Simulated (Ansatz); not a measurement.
# [PO2]+ (SMILES O=[P+]=O) at 6 levels

Wanted: a comparison of 6 runs (BLYP/STO-3G, PBE/STO-3G, revPBE/STO-3G, UMP2/STO-3G, CCSD(T)/STO-3G, FCI/STO-3G) of [PO2]+. 

Program for the calculation: Ansatz 0.2.0.

20 further runs of the same task are left out: 18 that didn't finish, 2 set aside as unsound or not needed.

## (1) The structure to begin with

[PO2]+: 3 atoms, total charge +1, spin state singlet. SMILES: `O=[P+]=O`. The P2–O1 distance was set to 1.759 Å, away from the relaxed value.

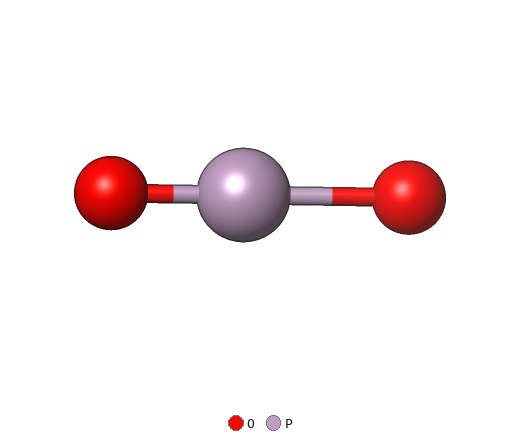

Viewed from a chosen angle; oxygen red, phosphorus pink.

## (2) The energy at BLYP/STO-3G (run 1)

input.yaml reads:

```yaml
crystal:
  periodic: [false, false, false]
  atoms:
    - {symbol: O, position_ang: [0.990317, 1.282443, 0.685148]}
    - {symbol: P, position_ang: [0.000230, -0.000210, 0.000340]}
    - {symbol: O, position_ang: [-0.792520, -1.025690, -0.548520]}
basis:
  gaussian:
    orbitals: STO-3G
total_charge: 1
hamiltonian:
  xc: {name: BLYP}
accuracy: high
```

On the command line:

```console
$ ansatz run input.yaml --threads 1 --pin off --max-ram 2610MiB --events-out events.jsonl --progress --plain --runs-dir runs
```

Standard output:

```text
Warning: RAYON_NUM_THREADS=1 ignored (pool sized by the plan → 1); use --threads N
Functional definition: BLYP
  name "BLYP"
  parameter beta = 0.0042
  parameter a = 0.04918
  parameter b = 0.132
  parameter c = 0.2533
  parameter d = 0.349
  exchange = b88_x(beta = beta)
  correlation = lyp_c(a = a, b = b, c = c, d = d)
323 factors; integrals over basis functions are off by at most 2.7e-8 eV
mean field evaluation 1: about -13189.1596 eV, gradient 7.1e1 eV
mean field evaluation 2: about -13056.8760 eV, gradient 1.4e2 eV
mean field evaluation 4: about -13205.9875 eV, gradient 2.6e1 eV
mean field evaluation 8: about -13205.9875 eV, gradient 2.6e1 eV
mean field evaluation 16: about -13208.2627 eV, gradient 1.6e-4 eV
mean field -13208.26265910 eV, -485.3946998398 hartree, gradient 1.0e-8 eV, S^2 0.000000; 0 other end points of the search recorded, 0 dependent functions left out
reference -13208.26268399 eV, -485.3947007545 hartree; 15, 15 occupied and 4, 4 virtual orbitals, 323 factors
Total energy: -13208.26268399 eV, -485.3947007545 hartree
```

It took 0.99 s on 1 thread of Arm Neoverse V1, shared host.

## (3) The energy at PBE/STO-3G (run 2)

in.yaml reads:

```yaml
crystal:
  periodic: [false, false, false]
  atoms:
    - {symbol: O, position_ang: [0.990317, 1.282443, 0.685148]}
    - {symbol: P, position_ang: [0.000230, -0.000210, 0.000340]}
    - {symbol: O, position_ang: [-0.792520, -1.025690, -0.548520]}
basis:
  gaussian: {orbitals: STO-3G}
total_charge: 1
hamiltonian: {xc: pbe}
accuracy: high
```

On the command line:

```console
$ ansatz run in.yaml --threads 1 --pin off --max-ram 2610MiB --events-out events.jsonl --progress --plain --runs-dir runs
```

Standard output:

```text
Warning: RAYON_NUM_THREADS=1 ignored (pool sized by the plan → 1); use --threads N
Functional definition: PBE
  name "PBE"
  parameter kappa = 0.804
  parameter beta = 0.06672455060314922
  exchange = pbe_x(kappa = kappa, mu = beta*pi^2/3)
  correlation = pbe_c(beta = beta)
323 factors; integrals over basis functions are off by at most 2.7e-8 eV
mean field evaluation 1: about -13183.1270 eV, gradient 6.9e1 eV
mean field evaluation 2: about -13051.0810 eV, gradient 1.4e2 eV
mean field evaluation 4: about -13198.8584 eV, gradient 2.8e1 eV
mean field evaluation 8: about -13198.8584 eV, gradient 2.8e1 eV
mean field evaluation 16: about -13201.4073 eV, gradient 1.9e-4 eV
mean field -13201.40725973 eV, -485.1427685597 hartree, gradient 1.2e-8 eV, S^2 0.000000; 0 other end points of the search recorded, 0 dependent functions left out
reference -13201.40726075 eV, -485.1427685972 hartree; 15, 15 occupied and 4, 4 virtual orbitals, 323 factors
Total energy: -13201.40726075 eV, -485.1427685972 hartree
```

Wall time 0.98 s (1 thread of Arm Neoverse V1, shared host).

## (4) A single-point energy at revPBE/STO-3G (run 3)

job.yaml reads:

```yaml
crystal:
  periodic: [false, false, false]
  atoms:
    - {symbol: O, position_ang: [0.990317, 1.282443, 0.685148]}
    - {symbol: P, position_ang: [0.000230, -0.000210, 0.000340]}
    - {symbol: O, position_ang: [-0.792520, -1.025690, -0.548520]}
basis:
  gaussian:
    orbitals: STO-3G
total_charge: 1
hamiltonian:
  xc: {name: revPBE}
accuracy: high
```

On the command line:

```console
$ ansatz run job.yaml --threads 1 --pin off --max-ram 2610MiB --events-out events.jsonl --progress --plain --runs-dir runs
```

Standard output:

```text
Warning: RAYON_NUM_THREADS=1 ignored (pool sized by the plan → 1); use --threads N
Functional definition: revPBE
  name "revPBE"
  parameter kappa = 1.245
[... 3 set-up lines as earlier in the session ...]
323 factors; integrals over basis functions are off by at most 2.7e-8 eV
mean field evaluation 1: about -13189.3180 eV, gradient 6.9e1 eV
mean field evaluation 2: about -13057.5246 eV, gradient 1.4e2 eV
mean field evaluation 4: about -13204.7945 eV, gradient 2.9e1 eV
mean field evaluation 8: about -13204.7945 eV, gradient 2.9e1 eV
mean field evaluation 16: about -13207.4959 eV, gradient 2.0e-8 eV
mean field -13207.49591205 eV, -485.3665224056 hartree, gradient 1.2e-8 eV, S^2 0.000000; 0 other end points of the search recorded, 0 dependent functions left out
reference -13207.49591332 eV, -485.3665224523 hartree; 15, 15 occupied and 4, 4 virtual orbitals, 323 factors
Total energy: -13207.49591332 eV, -485.3665224523 hartree
```

It took 0.97 s on 1 thread of Arm Neoverse V1, shared host.

Runs 4 to 5 aren't shown in full; the table further down has their settings and results.

## (5) A single-point energy at FCI/STO-3G (run 6)

in.yaml, as its differences from that of step 3:

```diff
@@ -8,4 +8,5 @@
   gaussian: {orbitals: STO-3G}
+correlation: {method: fci, frozen_orbitals: {O: 1, P: 5}}
 total_charge: 1
-hamiltonian: {xc: pbe}
 accuracy: high
+magnetization: {spin_polarized: false}
```

On the command line:

```console
$ ansatz run in.yaml --threads 1 --pin off --max-ram 2610MiB --events-out events.jsonl --progress --plain --runs-dir runs
```

Standard output:

```text
Warning: RAYON_NUM_THREADS=1 ignored (pool sized by the plan → 1); use --threads N
Functional definition: HF
  name "HF"
  exchange = exact_x
  correlation = 0
323 factors; integrals over basis functions are off by at most 2.7e-8 eV
mean field evaluation 1: about -13161.9379 eV, gradient 5.6e1 eV
mean field evaluation 2: about -13161.9714 eV, gradient 5.6e1 eV
mean field evaluation 4: about -13171.0624 eV, gradient 3.3e1 eV
mean field evaluation 8: about -13174.4655 eV, gradient 3.0e-1 eV
mean field evaluation 16: about -13174.4553 eV, gradient 3.0e-8 eV
mean field evaluation 32: about -13155.8347 eV, gradient 7.9e1 eV
mean field -13174.45526551 eV, -484.1523010409 hartree, gradient 3.0e-8 eV, S^2 0.000000; 2 other end points of the search recorded, 0 dependent functions left out; unrestricted orbitals would lower it
7 core orbitals not correlated: weight in the atoms' cores, before any rotation towards them, 1.000 or more for the frozen orbitals, at most 0.000 for the correlated occupied ones
reference -13174.45526551 eV, -484.1523010409 hartree; 8, 8 occupied and 4, 4 virtual orbitals, 323 factors
state -13181.59248992 eV, -484.4145892003 hartree
Total energy: -13181.59248992 eV, -484.4145892003 hartree
```

Run time: 1.2 s. Hardware: 1 thread of Arm Neoverse V1, shared host.

## (6) Overview of the runs

```
run           level  frozen core orbitals  energy (Eh)  wall time
  1     BLYP/STO-3G                     –  -485.394701     0.99 s
  2      PBE/STO-3G                     –  -485.142769     0.98 s
  3   revPBE/STO-3G                     –  -485.366522     0.97 s
  4     UMP2/STO-3G                     7  -484.307499        6 s
  5  CCSD(T)/STO-3G                     7  -484.410384     0.24 s
  6      FCI/STO-3G                     7  -484.414589      1.2 s
```

## (7) Results

| quantity | value |
| --- | --- |
| run 6: total energy | -484.41459 Eh |
| run 6: correlation energy (7 core orbitals frozen) | -262.3 mEh |

What this shows: Against full CI in this basis: UMP2 +107.1 mEh; CCSD(T) +4.2 mEh. Totals of different functionals can't be ranked against each other. In run 5 the T1 diagnostic is large, so a single reference may not serve. In run 5 the log says that unrestricted orbitals would lower the reference, so the values rest on an unstable closed-shell determinant (other closed-shell runs at this shape may share the fault). In runs 1, 2, 3, 4, 5, 6 the basis is minimal, so the values are rough. Spin contamination of the reference: run 4 ⟨S²⟩ = 1.35. Where it is this large, the reference is a mixture of spin states, and values that rest on it are in doubt. All runs together took 10 s, the longest 6 s.
